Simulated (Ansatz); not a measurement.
```
atom    x (Å)    y (Å)    z (Å)
  Si   0.0531  -0.1601   0.2010
   H  -0.4393  -0.4925   1.5732
  Si   2.3844   0.0997   0.2374
   H   3.0595  -1.1435   0.7145
   H   2.8703   0.4137  -1.1394
   H   2.7562   1.2279   1.1420
  Si  -0.9677   1.8175  -0.5419
   H  -2.4507   1.6592  -0.6296
   H  -0.6568   2.9315   0.4036
   H  -0.4418   2.1797  -1.8930
   H  -0.3144  -1.2844  -0.7139
```

All numbers below come from Ansatz, RKS r2SCANh/def2-SVP.

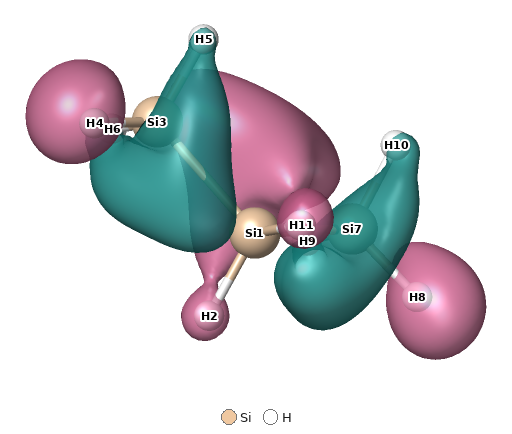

H$_{8}$Si$_{3}$. One frontier orbital at ±0.1 Å⁻³ᐟ² (teal and pink are the two phases), seen at an oblique angle.

Q: Which orbital is it: HOMO or LUMO?

A: The LUMO, at −0.38 eV. Its weight (Hirshfeld) is mainly on Si3 (about 25 %), Si7 (about 25 %), Si1 (about 25 %), H4 (about 10 %) and H8 (about 10 %).
